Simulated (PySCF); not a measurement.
System: C₃HF₅O₂ (pentafluoropropionic acid), SMILES O=C(O)C(F)(F)C(F)(F)F.

Vertical TDDFT excitations, PBE0/def2-SVPD in PySCF 2.14.0, at a GFN2-xTB geometry (no frequency check), gas phase.

> Predict the low-lying singlet excitations and the spectrum.

The lowest singlet lies at 5.63 eV (220 nm, f = 0.002); the brightest of the first 6 is S4 at 8.55 eV (145 nm), f = 0.146, mainly HOMO−1 → LUMO (60 %). No singlet lies below 3.1 eV (beyond 400 nm), so at this level no vertical transition falls in the visible.


| state | E (eV) | λ (nm) | f | main character |
| --- | --- | --- | --- | --- |
| S1 | 5.63 | 220 | 0.002 | HOMO → LUMO (97 %) |
| S2 | 7.88 | 157 | 0.043 | HOMO → LUMO+1 (73 %) |
| S3 | 8.17 | 152 | 0.011 | HOMO−2 → LUMO (92 %) |
| S4 | 8.55 | 145 | 0.146 | HOMO−1 → LUMO (60 %) |
| S5 | 8.96 | 138 | 0.003 | HOMO−1 → LUMO+1 (95 %) |
| S6 | 9.08 | 137 | 0.034 | HOMO → LUMO+2 (68 %) |

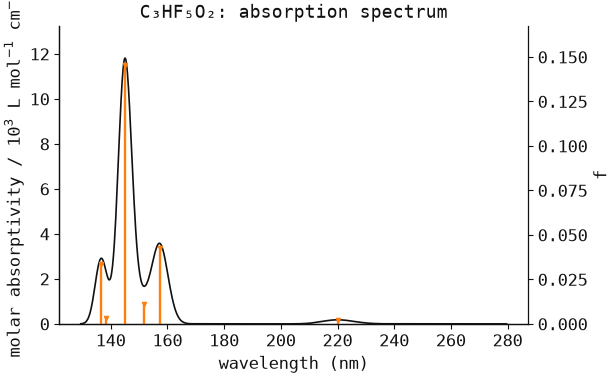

The lowest 6 singlet states are shown; each is broadened by a Gaussian of 1/e half-width 0.20 eV. Sticks give oscillator strengths (right axis).

Caveats: the tight-binding geometry is rougher than a DFT one and adds to the error; one conformer of a flexible molecule; core orbitals are frozen in the response.
